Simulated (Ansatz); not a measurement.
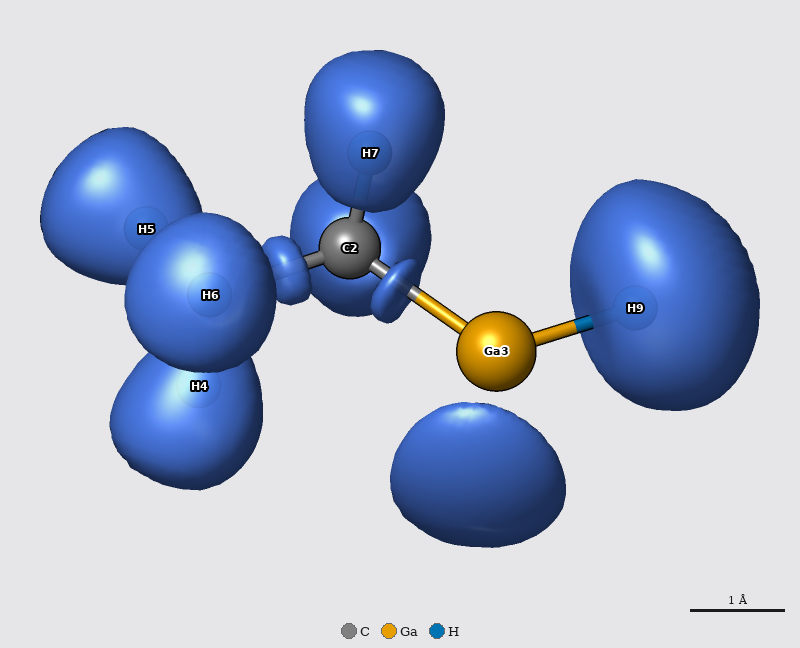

*C2H6Ga (SMILES C[CH2][GaH]) (doublet). Isosurface of the ELF at 0.85 (blue), seen at a tilt. Only the valence region is drawn (cores and ρ < 0.01 e/Å³ removed).*

Geometry: PBE0-D4/def2-TZVP.

Method: UKS PBE0-D4/def2-TZVPP in Ansatz.

The calculation's input:

```
crystal:
  periodic: [false, false, false]
  atoms:
    - {symbol: C, position_ang: [-0.493034, 0.588915, -0.935791]}
    - {symbol: C, position_ang: [0.380795, -0.239574, -0.009417]}
    - {symbol: Ga, position_ang: [-0.205713, -0.425896, 1.895354]}
    - {symbol: H, position_ang: [-1.504539, 0.181192, -1.006212]}
    - {symbol: H, position_ang: [-0.086344, 0.628293, -1.951327]}
    - {symbol: H, position_ang: [-0.588959, 1.619091, -0.583833]}
    - {symbol: H, position_ang: [1.400148, 0.163095, 0.047986]}
    - {symbol: H, position_ang: [0.488050, -1.269557, -0.372986]}
    - {symbol: H, position_ang: [0.698095, -1.291959, 2.899126]}
basis:
  gaussian: {orbitals: def2-TZVPP}
magnetization: {spin_polarized: true, initial_magnetization: 1}
hamiltonian: {xc: pbe0, dispersion: d4}
output: {orbitals: {seedname: orbitals}}
```

Launched as:

```sh
ansatz run in.yaml --threads 4 --pin off --events-out ev --progress --plain --max-ram 10444MiB
```

**Where are the electrons localised?**

The surface consists of one region between bonded C–C atoms (shared pairs), six regions around hydrogen nuclei, one lobe of the valence shell of C pointing towards Ga (polar bonds) and one lobe on Ga, pointing away from the bonds (non-bonding electrons). Profiles from the grid: C–C (1.52 Å): the ELF peaks at about 0.95 between the atoms: localised, covalent bonding. C–Ga (2.00 Å): the ELF peaks at about 0.90 in the valence shell of C, 0.7 Å from its nucleus, and is about 0.55 at the midpoint.
